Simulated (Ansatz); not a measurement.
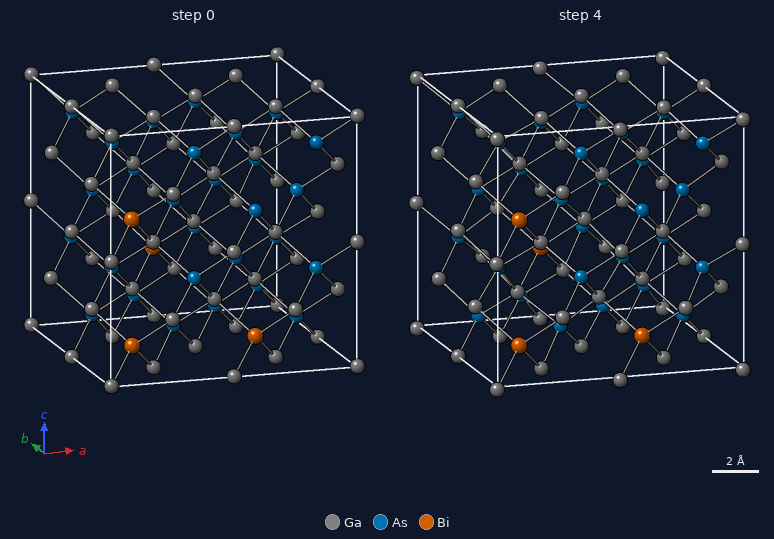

The structure of solid Ga$_{32}$As$_{28}$Bi$_{4}$ (a generated structure, set up in P1) before (left) and after (right) a relaxation, at one scale.

A ball-and-stick model of the cell of the calculation (origin shifted), seen slightly off an axis.

Method: Ansatz 0.2.0, DFT, PBEsol, PAW, plane waves. (plane-wave cutoff 420 eV; k-point mesh 1 × 1 × 1; mesh shifted by (0.25, 0.25, 0.25); no spin polarisation; cell relaxed at fixed shape; force threshold 0.03 eV/Å; at most 80 steps)

### Describe what moved and what it gained.

The atom that moves furthest is a Ga atom (0.21 Å along [3 −2 3]). Largest moves by element: Ga 0.21 Å, As 0.09 Å, Bi 0.05 Å. The lattice vectors keep their values. Near-neighbour distances that change, for instance: Bi–Ga 2.453 → 2.658 Å, Bi–Ga 2.442 → 2.643 Å, Bi–Ga 2.470 → 2.666 Å, Bi–Ga 2.491 → 2.669 Å. Bond angles that change, for instance: Ga–As–Ga 110.1° → 102.1°, Ga–As–Ga 109.8° → 102.8°, As–Ga–As 107.8° → 113.4°. The space group (tolerance 0.01 Å) goes from P1 (No. 1) to Cm (No. 8). After 4 geometry steps the energy has fallen by 2.960 eV per cell of the calculation. Largest force component: 1.5 eV/Å at the start, 0.029 eV/Å at the end. The pressure goes from 0.67 to −0.01 GPa.
